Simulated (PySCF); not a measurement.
# RuNOH: relaxation and vibrations of the quintet

Where does quintet RuNOH go from a bent start, is the end point a minimum, and what are its modes, charges and moments?

The runs use PySCF 2.14.0; PBE0, basis Ru def2-TZVP with ECP28, N def2-TZVP, O def2-TZVP, H def2-TZVP, scalar-relativistic core potentials, no spin–orbit coupling, density fitting.

### 1 Starting geometry

4 atoms, charge 0, spin multiplicity 5.

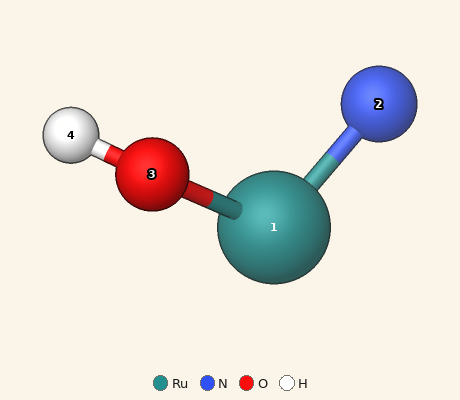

Start geometry, drawn with ruthenium teal, nitrogen blue, oxygen red, hydrogen white; atoms are numbered from 1 in the order of the file.

Coordinates in bohr (charge 0 multiplicity 5):
```
Ru    0.0000    0.0000    0.0000
N     2.6934    0.0000    1.8859
O    -2.9102    0.0000    2.0377
H    -3.8654    1.3897    2.7067
```

### 2 Finding the electronic state

One driver script runs all steps and calls PySCF; scf.py shows how it sets up the SCF of each step. The optimiser is the driver's own. After this first run the driver tries any further starts and a stability analysis.

Input file scf.py:

```python
from pyscf import gto, scf, dft
mol = gto.M(atom='''
Ru     0.000000     0.000000     0.000000
N      1.425300     0.000000     0.998000
O     -1.540000     0.000000     1.078300
H     -2.045500     0.735400     1.432300''',
    basis={'Ru': 'def2-TZVP', 'N': 'def2-TZVP', 'O': 'def2-TZVP', 'H': 'def2-TZVP'},
    ecp={'Ru': 'def2-TZVP'},
    charge=0, spin=4)
mf = dft.UKS(mol, xc='PBE0')
mf.grids.atom_grid = (50, 194)
aux = {'Ru': 'def2-universal-JKFIT', 'N': 'def2-universal-JKFIT', 'O': 'def2-universal-JKFIT', 'H': 'def2-universal-JKFIT'}
mf = mf.density_fit(auxbasis=aux)
mf.conv_tol = 1e-08
mf.diis_space = 10
mf.max_cycle = 60
mf.init_guess = 'minao'
mf.verbose = 4
mf.kernel()
```

On the command line:

```console
> OMP_NUM_THREADS=4 python axn.py task.json out
```

What it wrote:

```text
init E= -217.368315576781
[... the frontier-level lines of each cycle are left out ...]
cycle= 1 E= -224.822347463327  delta_E= -7.45  |g|= 1.03  |ddm|= 3.07
cycle= 2 E= -220.96868258676  delta_E= 3.85  |g|= 2.82  |ddm|= 2.99
cycle= 3 E= -225.038727354187  delta_E= -4.07  |g|= 0.701  |ddm|= 2.83
cycle= 4 E= -225.201779422112  delta_E= -0.163  |g|= 0.385  |ddm|= 0.533
cycle= 5 E= -225.252910552824  delta_E= -0.0511  |g|= 0.135  |ddm|= 0.209
cycle= 6 E= -225.258966278418  delta_E= -0.00606  |g|= 0.0738  |ddm|= 0.0757
cycle= 7 E= -225.260689144922  delta_E= -0.00172  |g|= 0.0397  |ddm|= 0.0456
cycle= 8 E= -225.261601463061  delta_E= -0.000912  |g|= 0.0116  |ddm|= 0.0432
cycle= 9 E= -225.261772672639  delta_E= -0.000171  |g|= 0.00333  |ddm|= 0.0237
cycle= 10 E= -225.261834805802  delta_E= -6.21e-05  |g|= 0.0021  |ddm|= 0.0165
cycle= 11 E= -225.261857826089  delta_E= -2.3e-05  |g|= 0.00128  |ddm|= 0.0105
cycle= 12 E= -225.261864498046  delta_E= -6.67e-06  |g|= 0.000826  |ddm|= 0.00553
cycle= 13 E= -225.261866977334  delta_E= -2.48e-06  |g|= 0.00036  |ddm|= 0.00357
cycle= 14 E= -225.26186761749  delta_E= -6.4e-07  |g|= 0.000136  |ddm|= 0.00214
cycle= 15 E= -225.261867691597  delta_E= -7.41e-08  |g|= 0.000131  |ddm|= 0.000652
cycle= 16 E= -225.261867724361  delta_E= -3.28e-08  |g|= 3.23e-05  |ddm|= 0.000524
cycle= 17 E= -225.261867727075  delta_E= -2.71e-09  |g|= 2.26e-05  |ddm|= 0.000119
Extra cycle  E= -225.261867725123  delta_E= 1.95e-09  |g|= 8.05e-05  |ddm|= 6.3e-05
converged SCF energy = -225.261867725123  <S^2> = 6.022293  2S+1 = 5.0089093
```

This step, with its further starts and checks, ran for 12 s (4 threads of Arm Neoverse V1, shared host).

The starts that the driver tried:

| start | energy (Eh) |
| --- | --- |
| the minimal-basis guess | -225.261868 |
| a thermally smeared density | -225.261868 |
| a smeared PBE density | -225.261868 |

The test of internal stability and the other starts found no lower solution of this spin.

### 3 Relaxing the quintet from the bent start

The program finds C1 symmetry in the start.

Edit scf.py of step 2 so:

```diff
@@ -3,4 +3,4 @@
-Ru     0.000000     0.000000     0.000000
-N      1.425300     0.000000     0.998000
-O     -1.540000     0.000000     1.078300
-H     -2.045500     0.735400     1.432300''',
+Ru     0.050674    -0.005576    -0.245774
+N      1.475974    -0.005576     0.752226
+O     -1.489326    -0.005576     0.832526
+H     -1.994826     0.729824     1.186526''',
@@ -17 +16,0 @@
-mf.init_guess = 'minao'
```

Energy and gradient, step by step:

| step | energy (Eh) | change (kJ/mol) | largest gradient (Eh/bohr) |
| --- | --- | --- | --- |
| 0 | -225.261868 | 0.00 | 0.04420 |
| 1 | -225.270565 | -22.83 | 0.01838 |
| 2 | -225.271434 | -25.12 | 0.03770 |
| 3 | -225.273117 | -29.53 | 0.02024 |
| 4 | -225.274685 | -33.65 | 0.00415 |
| 5 | -225.275432 | -35.61 | 0.00450 |
| 6 | -225.276271 | -37.81 | 0.00586 |
| 7 | -225.277017 | -39.77 | 0.00845 |
| 8 | -225.277427 | -40.85 | 0.00429 |
| 9 | -225.277547 | -41.16 | 0.00150 |
| 10 | -225.277563 | -41.21 | 0.00084 |
| 11 | -225.277568 | -41.22 | 0.00046 |
| 12 | -225.277570 | -41.23 | 0.00033 |
| 13 | -225.277571 | -41.23 | 0.00041 |
| 14 | -225.277572 | -41.23 | 0.00029 |

The walk took 32 s.

Positions (Å) and forces (eV/Å) along the way:

```
step 0
Ru   0.051  -0.006  -0.246   2.021  -0.008   2.273
N    1.476  -0.006   0.752  -1.855   0.083  -1.827
O   -1.489  -0.006   0.833  -0.427  -0.151  -0.488
H   -1.995   0.730   1.187   0.260   0.076   0.042
step 1
Ru   0.076  -0.049  -0.195  -0.057  -0.138   0.536
N    1.457   0.036   0.737   0.013   0.139  -0.206
O   -1.566  -0.016   0.733  -0.641   0.943   0.116
H   -1.924   0.741   1.251   0.685  -0.944  -0.446
step 7
Ru   0.050  -0.206  -0.171   0.225   0.013   0.223
N    1.385   0.159   0.775  -0.319  -0.029  -0.189
O   -1.657   0.107   0.560  -0.008   0.397   0.398
H   -1.736   0.652   1.361   0.102  -0.381  -0.432
step 14
Ru   0.043  -0.252  -0.160   0.012   0.001   0.004
N    1.346   0.193   0.781  -0.011  -0.006  -0.004
O   -1.659   0.164   0.527   0.005  -0.001  -0.014
H   -1.688   0.608   1.378  -0.006   0.006   0.014
```

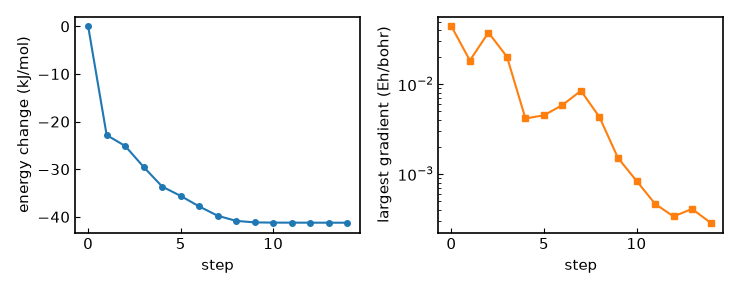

Energy and largest gradient along the walk.

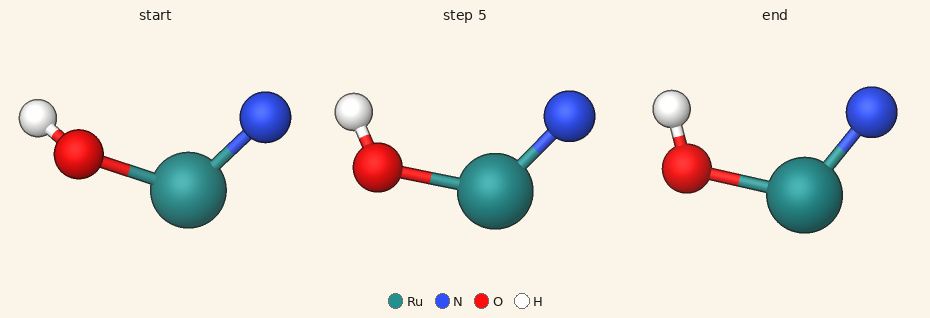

Start and end of the relaxation, with a step between.

It settles in Cs symmetry, 41.2 kJ/mol below the start, after 14 steps: O–H 0.961 Å, Ru–N 1.668 Å, Ru–O 1.881 Å; H–O–Ru 116.9°, N–Ru–O 116.2°.

### 4 Hessian and properties

On the finer grid the gradient is checked again; gradients at displacements of ±0.02 bohr then give force constants and infrared intensities.

Edit scf.py of step 3 so:

```diff
@@ -3,4 +3,4 @@
-Ru     0.050674    -0.005576    -0.245774
-N      1.475974    -0.005576     0.752226
-O     -1.489326    -0.005576     0.832526
-H     -1.994826     0.729824     1.186526''',
+Ru     0.080944    -0.103632    -0.193776
+N      1.383184     0.341551     0.747859
+O     -1.620408     0.312596     0.493407
+H     -1.650322     0.756945     1.345262''',
@@ -11 +11 @@
-mf.grids.atom_grid = (50, 194)
+mf.grids.atom_grid = (75, 302)
@@ -14 +14 @@
-mf.conv_tol = 1e-08
+mf.conv_tol = 1e-10
```

This SCF starts from the last density.

Log of the central SCF (cycles and frontier levels):

```text
init E= -225.277598533665
[... the frontier-level lines of each cycle are left out ...]
cycle= 1 E= -225.277598533049  delta_E= 6.16e-10  |g|= 4.4e-05  |ddm|= 2.95e-05
cycle= 2 E= -225.277598527036  delta_E= 6.01e-09  |g|= 0.000135  |ddm|= 8.65e-05
cycle= 3 E= -225.27759853348  delta_E= -6.44e-09  |g|= 2.63e-05  |ddm|= 6.95e-05
cycle= 4 E= -225.277598533761  delta_E= -2.81e-10  |g|= 5.86e-07  |ddm|= 1.34e-05
cycle= 5 E= -225.277598533762  delta_E= -1.42e-12  |g|= 2.33e-07  |ddm|= 5.58e-07
Extra cycle  E= -225.277598533763  delta_E= -2.84e-13  |g|= 4.88e-07  |ddm|= 6.07e-07
converged SCF energy = -225.277598533763  <S^2> = 6.0164428  2S+1 = 5.0065728
```

The whole step took 65 s.

Geometry: Cs; O–H 0.961 Å, Ru–N 1.668 Å, Ru–O 1.882 Å; H–O–Ru 117.0°, N–Ru–O 116.2°.

Modes, for the most abundant isotopes:

| symmetry | ω (cm⁻¹) | IR (km/mol) | μ (u) |
| --- | --- | --- | --- |
| a' | 231 | 11.4 | 7.28 |
| a'' | 355 | 113 | 1.16 |
| a' | 670 | 107 | 14.91 |
| a' | 780 | 80.6 | 1.13 |
| a' | 967 | 67.1 | 14.53 |
| a' | 3879 | 139 | 1.07 |

All wavenumbers are real: a minimum.

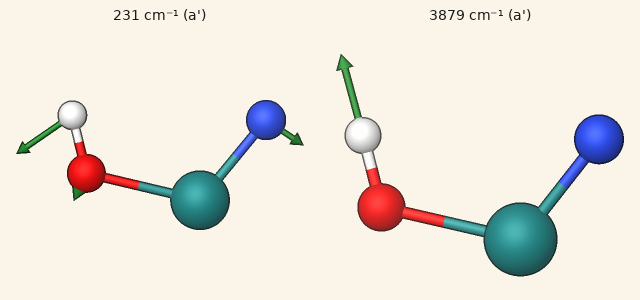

How the atoms move in 2 of the modes.

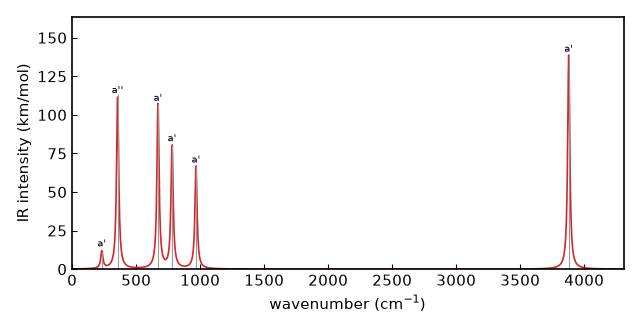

The harmonic infrared spectrum (widths in cm⁻¹). Lines are broadened to a width of 20 cm⁻¹ (Lorentzian).

Constants and moments:

| Quantity | Value |
| --- | --- |
| Dipole moment | 1.47 D |
| Highest occupied level | -6.03 eV |
| Lowest empty level | -3.64 eV |
| Rotational constants | 0.7689, 0.2325, 0.1785 cm⁻¹ |
| Zero-point energy | 41.2 kJ/mol |
| Principal polarisabilities | 34.5, 49.4, 57.2 bohr³ |
| Atomisation energy without zero-point energy | 1102 kJ/mol |
| Principal traceless quadrupole moments about the centre of mass | -9.68, 1.83, 7.85 D Å |
| Entropy at 298.15 K and 1 bar (electronic part: spin only) | 296.7 J/(mol K) |
| Heat capacity Cp at 298.15 K | 55.6 J/(mol K) |
| Enthalpy at 298.15 K above 0 K | 12.86 kJ/mol |
| Rotational symmetry number | 1 |
| Spin squared ⟨S²⟩ | 6.016 |

Charges (e) and bond orders:

| atom | Mulliken | Löwdin | polar tensor | spin (Mulliken) | Mayer order to Ru1 |
| --- | --- | --- | --- | --- | --- |
| Ru1 | 0.86 | 0.47 | 0.88 | 2.87 | – |
| N2 | -0.50 | -0.30 | -0.45 | 0.90 | 2.41 |
| O3 | -0.72 | -0.33 | -0.72 | 0.24 | 0.96 |
| H4 | 0.35 | 0.17 | 0.29 | -0.01 | 0.01 |

Outer orbital energies (eV). α occupied: -11.81, -11.16, -10.63, -10.54, -8.70, -8.46, -6.43, -6.03; empty: -1.92, -1.06, 0.13, 0.56. β occupied: -27.48, -19.85, -14.33, -10.76, -9.83, -9.25, -8.95, -8.89; empty: -3.64, -3.60, -2.59, -1.49.

Mulliken populations on Ru1 (outside its core potential): s 2.52, p 6.31, d 6.29, f 0.02.

### 5 Summary of results

```
                                          quantity                                                                  value
                                           minimum                                                            quintet, Cs
                                          geometry  O–H 0.961 Å, Ru–N 1.668 Å, Ru–O 1.882 Å; H–O–Ru 117.0°, N–Ru–O 116.2°
                                wavenumbers (cm⁻¹)           231 (a'), 355 (a''), 670 (a'), 780 (a'), 967 (a'), 3879 (a')
                                     dipole moment                                                                 1.47 D
highest occupied, lowest empty level (either spin)                                                        -6.03, -3.64 eV
                        polar-tensor charge of Ru1                                                                +0.88 e
                                 zero-point energy                                                            41.2 kJ/mol
                               entropy at 298.15 K                                                        296.7 J/(mol K)
         atomisation energy (no zero-point energy)                                                            1102 kJ/mol
                                              ⟨S²⟩                                                                  6.016
```

What this shows: From C1 at the start the molecule goes to a Cs minimum. The strongest infrared band lies at 3879 cm⁻¹ (a'). Most of the spin sits on Ru1 (Mulliken spin 2.87, against 4 for the whole molecule). Other starts or spin states, not run here, may lie lower. Open d and f shells are described by one determinant, and the ground state may have another occupation or spin.

The search up to here took 1.8 min.
